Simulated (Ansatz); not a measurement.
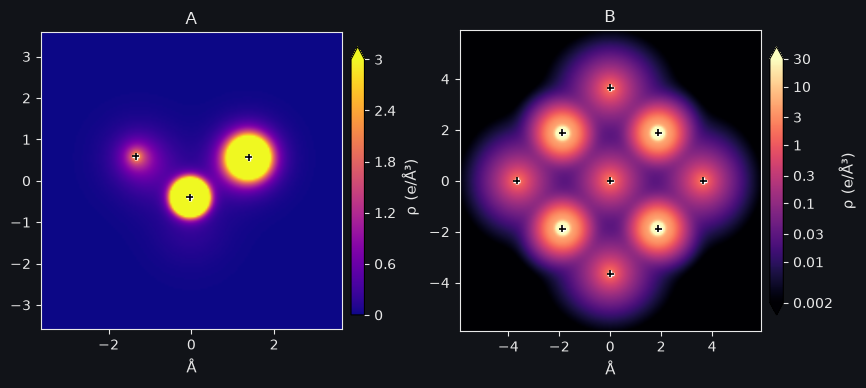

The total electron density of 2 systems, each on a plane through atoms (crosses mark nuclei in the plane).

Theory: RKS PBE0-D4/def2-TZVPD (Ansatz).

System 1: AlFH₃ (charge −1), the plane of atoms F2, Al1 and H4. Geometry: PBE0-D4/def2-TZVPD.

```xyz
5

Al   -0.0002    0.0004   -0.0305
F     0.0114   -0.0196    1.6903
H     1.5533    0.0115   -0.5638
H    -0.7866    1.3522   -0.5324
H    -0.7779   -1.3445   -0.5636
```

System 2: H₅K₄ (charge −1), the molecular plane. Geometry: PBE0-D4/def2-SVPD.

```xyz
9

K    -2.2787    1.2617   -0.5412
K     1.2475    2.3493    0.1937
K    -1.2460   -2.3410   -0.1901
K     2.2824   -1.2675    0.5307
H    -1.0081    3.5064   -0.3301
H     1.0033   -3.5092    0.3352
H     0.0054    0.0022   -0.0038
H    -3.4307   -1.0502   -0.7035
H     3.4251    1.0483    0.7091
```

Match each panel to its system.

Answer. Panel A is system 1, AlFH₃: the plane holds Al, F and H. Al–F (1.72 Å): ρ is about 0.76 e/Å³ halfway. Panel B is system 2, H₅K₄: the plane holds K and H. K–K (3.76 Å): ρ is about 0.03 e/Å³ halfway.
